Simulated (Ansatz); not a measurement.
# C3H7F (2-fluoropropane) at CCSD(T)/cc-pVDZ

What is the vertical ionisation energy of C3H7F (2-fluoropropane) at CCSD(T)/cc-pVDZ? 

The calculation is run with Ansatz 0.2.0.

55 further runs of the same task are left out: 55 set aside as unsound or not needed.

**1. The system as given**

C3H7F: 11 atoms, total charge 0, spin state singlet. As SMILES, `CC(C)F`. The shape is that of a PBE0-D4/def2-TZVP optimisation.

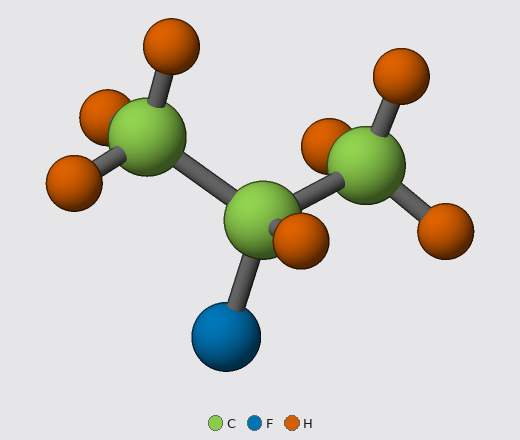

Viewed from a chosen angle; carbon green, fluorine blue, hydrogen orange.

**2. The energy at CCSD(T)/cc-pVDZ**

run.yaml reads:

```yaml
crystal:
  periodic: [false, false, false]
  atoms:
    - symbol: C
      position_ang: [-0.234500, 1.045100, -0.703000]
    - symbol: C
      position_ang: [-0.479600, -0.306600, -0.081300]
    - symbol: C
      position_ang: [0.626400, -0.766200, 0.834700]
    - symbol: F
      position_ang: [-0.614100, -1.242400, -1.108400]
    - symbol: H
      position_ang: [-1.041900, 1.303400, -1.390000]
    - symbol: H
      position_ang: [-0.180600, 1.814100, 0.071000]
    - symbol: H
      position_ang: [0.707700, 1.043900, -1.256000]
    - symbol: H
      position_ang: [-1.436600, -0.307200, 0.453700]
    - symbol: H
      position_ang: [1.578500, -0.788700, 0.299400]
    - symbol: H
      position_ang: [0.417300, -1.766700, 1.216600]
    - symbol: H
      position_ang: [0.722800, -0.085600, 1.683800]
basis:
  gaussian:
    orbitals: cc-pVDZ
correlation:
  method: ccsd_t
  frozen_orbitals: {C: 1, F: 1, H: 0}
accuracy: high
scf:
  omitted_lower_state_checks: [cluster_reference, increment]
```

The run is started by

```console
$ ansatz run run.yaml --threads 1 --pin off --max-ram 3480MiB --events-out events.jsonl --progress --plain --runs-dir runs
```

Standard output, shortened:

```text
Warning: RAYON_NUM_THREADS=1 ignored (pool sized by the plan → 1); use --threads N
Functional definition: HF
  name "HF"
[...]
2224 factors; integrals over basis functions are off by at most 3.6e-9 eV
[...]
mean field -5908.51438183 eV, -217.1338985974 hartree, gradient 2.3e-8 eV, S^2 0.000000; 0 other end points of the search recorded, 0 dependent functions left out
4 core orbitals not correlated: weight in the atoms' cores, before any rotation towards them, 1.000 or more for the frozen orbitals, at most 0.000 for the correlated occupied ones
reference -5908.51438183 eV, -217.1338985974 hartree; 13, 13 occupied and 74, 74 virtual orbitals, 2224 factors
second order -16.83505957 eV of doubles, -0.00000000 eV of singles
cycle   1  -17.63025605 eV  change   -8.0e-1 eV  update   8.2e-2
[...]
cycle  20  -18.13036437 eV  change  -7.8e-10 eV  update  6.4e-10
perturbative correction -0.44121993 eV, -0.0162145333 hartree
Total energy: -5927.08596613 eV, -217.8163917322 hartree
Checks for a lower state left out: cluster_reference, increment
```

Run time: 33 s. Hardware: 1 thread of Arm Neoverse V1, shared host; peak memory 0.64 GiB.

**3. The doublet cation at the same level**

molecule.yaml reads:

```yaml
basis:
  gaussian:
    orbitals: cc-pVDZ
crystal:
  periodic: [false, false, false]
  atoms:
    - {symbol: C, position_ang: [-0.234500, 1.045100, -0.703000]}
    - {symbol: C, position_ang: [-0.479600, -0.306600, -0.081300]}
    - {symbol: C, position_ang: [0.626400, -0.766200, 0.834700]}
    - {symbol: F, position_ang: [-0.614100, -1.242400, -1.108400]}
    - {symbol: H, position_ang: [-1.041900, 1.303400, -1.390000]}
    - {symbol: H, position_ang: [-0.180600, 1.814100, 0.071000]}
    - {symbol: H, position_ang: [0.707700, 1.043900, -1.256000]}
    - {symbol: H, position_ang: [-1.436600, -0.307200, 0.453700]}
    - {symbol: H, position_ang: [1.578500, -0.788700, 0.299400]}
    - {symbol: H, position_ang: [0.417300, -1.766700, 1.216600]}
    - {symbol: H, position_ang: [0.722800, -0.085600, 1.683800]}
total_charge: 1
correlation:
  method: ccsd_t
  frozen_orbitals: {C: 1, F: 1, H: 0}
accuracy: high
scf:
  omitted_lower_state_checks: [cluster_reference, increment]
magnetization:
  spin_polarized: true
  initial_magnetization: 1
```

The run is started by

```console
$ ansatz run molecule.yaml --threads 1 --pin off --max-ram 3480MiB --events-out events.jsonl --progress --plain --runs-dir runs
```

Standard output, shortened:

```text
Warning: RAYON_NUM_THREADS=1 ignored (pool sized by the plan → 1); use --threads N
[... 2 set-up lines as earlier in the session ...]
[...]
2224 factors; integrals over basis functions are off by at most 3.6e-9 eV
[...]
mean field -5896.86438313 eV, -216.7057690417 hartree, gradient 2.6e-8 eV, S^2 0.762209; 13 other end points of the search recorded, 0 dependent functions left out
4 core orbitals not correlated: weight in the atoms' cores, before any rotation towards them, 1.000 or more for the frozen orbitals, at most 0.000 for the correlated occupied ones
reference -5896.86438313 eV, -216.7057690417 hartree; 13, 12 occupied and 74, 75 virtual orbitals, 2224 factors
second order -15.82442780 eV of doubles, -0.00000000 eV of singles
cycle   1  -16.76612108 eV  change   -9.4e-1 eV  update   1.2e-1
[...]
cycle  43  -17.83098649 eV  change   9.3e-10 eV  update  8.6e-10
perturbative correction -0.53485776 eV, -0.0196556602 hartree
Total energy: -5915.23022738 eV, -217.3807013691 hartree
Checks for a lower state left out: cluster_reference, increment
```

Run time: 3.7 min. Hardware: 1 thread of Arm Neoverse V1, shared host; peak memory 1.3 GiB.

**4. Results**

At CCSD(T)/cc-pVDZ, 4 core orbitals frozen:

```
                                                   quantity          value
                                singlet C3H7F: total energy  -217.81639 Eh
 singlet C3H7F: correlation energy (4 core orbitals frozen)     -682.5 mEh
                              singlet C3H7F: (T) correction     -16.21 mEh
                               singlet C3H7F: T1 diagnostic          0.009
                               doublet cation: total energy  -217.38070 Eh
doublet cation: correlation energy (4 core orbitals frozen)     -674.9 mEh
                             doublet cation: (T) correction     -19.66 mEh
          doublet cation: ⟨S²⟩ of the reference determinant          0.762
                              doublet cation: T1 diagnostic          0.070
         vertical ionisation energy (to the doublet cation)      11.856 eV
```

Removing an electron at fixed nuclei costs 11.86 eV (1144 kJ/mol). The triples (singlet C3H7F) make up 2.4 % of the correlation energy. The T1 diagnostic (doublet cation) of 0.070 is above the customary mark for such species, so a single reference may not serve. The triples (doublet cation) make up 2.9 % of the correlation energy.
